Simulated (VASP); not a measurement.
Band structure of Mg (hcp). Level of theory: revPBE GGA, VASP's PBE PAW potentials (set 64) (plane waves; VASP).

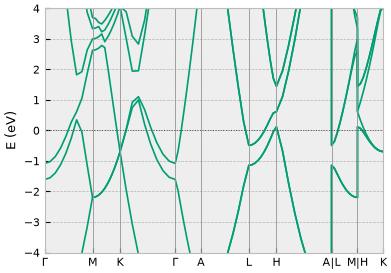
Figure. Bands along high-symmetry lines, zero at the valence-band maximum or, without a gap, the Fermi level

Problem. Read the plot: is there a gap, and where are the band edges?

Solution. It has no gap at this level: it comes out as a metal or semimetal. (Edges off the drawn lines would not show.)

The compound is Mg in the hcp structure. It was relaxed first.
